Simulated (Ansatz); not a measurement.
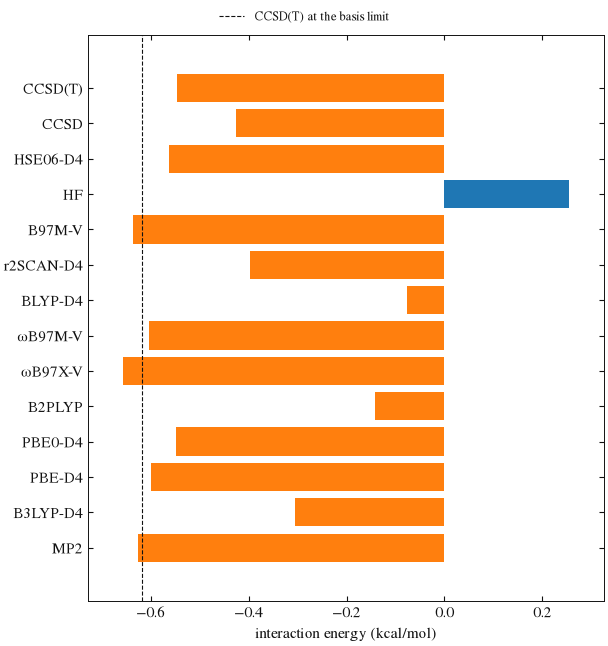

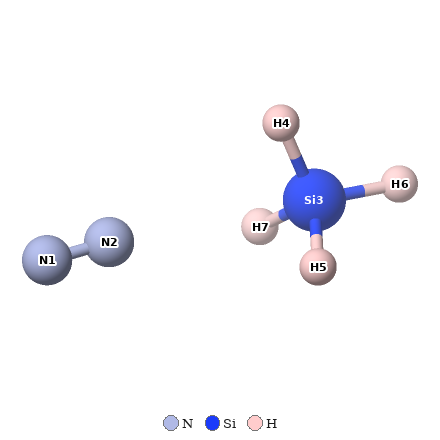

Counterpoise interaction energy of the pair N₂ and H₄Si (SMILES N#N.[SiH4]) at one optimised PBE0-D4 geometry, drawn, with the closest contact N2···H7 3.39 Å and its like (H···H pairs aside; other arrangements can bind more strongly; the cost of deforming the partners isn't counted), def2-TZVPPD, the Ansatz code 0.2.0; cores frozen in correlated methods. The line takes HF and MP2 limits from def2-TZVPPD and QZVPPD, and the coupled-cluster step in TZVPPD. B2PLYP holds a correlation term that converges slowly with the basis, so part of the distance to the limit is basis error. No dispersion term is added to B2PLYP. The distance of CCSD(T), CCSD and MP2 to the limit includes basis error.

### What range do the values span, the line included?

From −0.66 kcal/mol (ωB97X-V) to 0.25 kcal/mol (HF).

### Give the values.

| level | kcal/mol | less CCSD(T) at the basis limit |
| --- | --- | --- |
| CCSD(T) | −0.55 | 0.07 |
| CCSD | −0.43 | 0.19 |
| HSE06-D4 | −0.56 | 0.06 |
| HF | 0.25 | 0.87 |
| B97M-V | −0.64 | −0.02 |
| r2SCAN-D4 | −0.40 | 0.22 |
| BLYP-D4 | −0.08 | 0.54 |
| ωB97M-V | −0.60 | 0.02 |
| ωB97X-V | −0.66 | −0.04 |
| B2PLYP | −0.14 | 0.48 |
| PBE0-D4 | −0.55 | 0.07 |
| PBE-D4 | −0.60 | 0.02 |
| B3LYP-D4 | −0.31 | 0.31 |
| MP2 | −0.63 | −0.01 |
| CCSD(T) at the basis limit | −0.62 | 0.00 |
